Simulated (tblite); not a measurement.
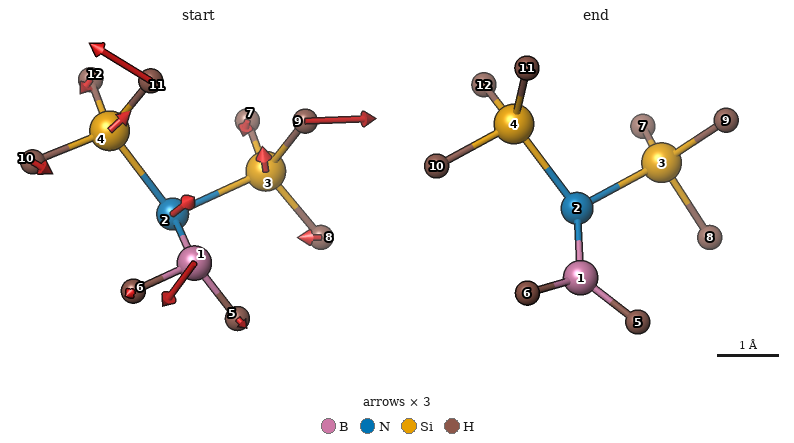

The structure of BSi$_{2}$NH$_{8}$ (charge −1, multiplicity 2) before (left) and after (right) a relaxation, at one scale. The red arrows give the displacements, magnified 3 times.

Style: ball-and-stick. Shown at a tilt.

Level of theory: tblite 0.8.0, GFN2-xTB geometry optimisation, gas phase. 

**Describe what moved and what it gained.**

The largest moves after the best rigid fit, 0.43 Å, are those of H9 and H11. By element the largest moves are H 0.43 Å, B 0.38 Å, N 0.26 Å, Si 0.17 Å. Near-neighbour distances that change, for instance: B1–N2 1.527 → 1.398 Å, Si3–H8 1.474 → 1.527 Å, N2–Si3 1.811 → 1.760 Å, N2–Si4 1.790 → 1.760 Å. Among the angles between lasting bonds that change: B1–N2–Si3 107.7° → 124.7°, N2–Si3–H9 109.7° → 122.3°, N2–Si4–H11 110.6° → 122.3°. Over 44 geometry steps the energy falls by 0.975 eV.
